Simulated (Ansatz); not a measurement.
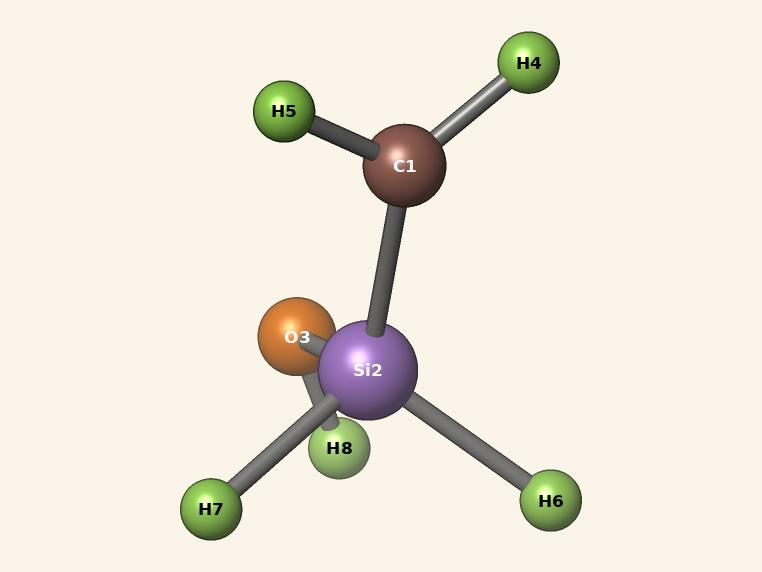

O3 lies behind Si2. The molecule seen a little off the Si2–O3 bond, Si2 in front. Atoms fade into the background with distance from the viewer. The species has charge −1 and is a spin singlet. Computed geometry: PBE0-D4/def2-TZVPD optimisation. No frequency run is at hand to confirm it as a minimum.

Question: What is the torsion angle C1–Si2–O3–H8? The sign is positive where the front bond must turn clockwise to cover the back bond.

Answer: 154°, antiperiplanar (anti).
